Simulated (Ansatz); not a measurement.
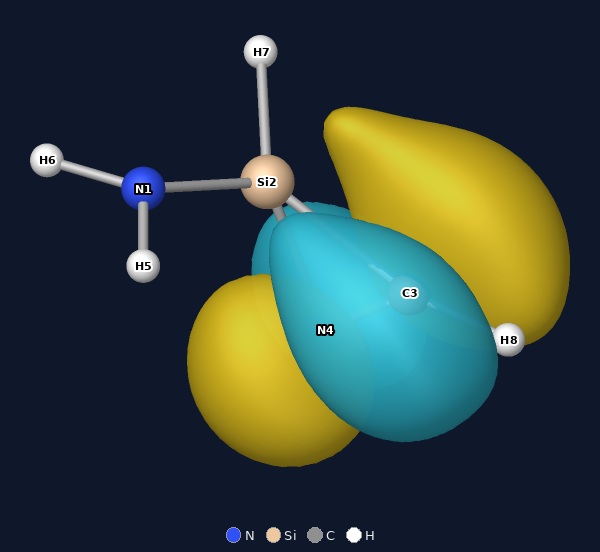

Figure. CH4N2Si. The LUMO at ±0.1 Å⁻³ᐟ² (yellow and cyan are the two phases), seen at an oblique angle.

Theory: RKS PBE-D4/def2-SVP in Ansatz 0.2.0.

```csv
atom,x (Å),y (Å),z (Å)
N,-0.6107,1.3855,-0.1012
Si,0.4847,0.0989,0.2477
C,0.0277,-1.6318,0.1946
N,0.7319,-1.3488,-0.8584
H,-1.5430,1.1712,-0.4620
H,-0.2520,2.2557,-0.5023
H,1.6929,0.6149,0.9470
H,-0.4395,-2.6027,0.4788
```

Q: What is the character of this orbital?

A: It lies mainly on N4 (about 45 %) and C3 (about 40 %); π-antibonding (π*) across N4–C3. Its energy is −1.56 eV.
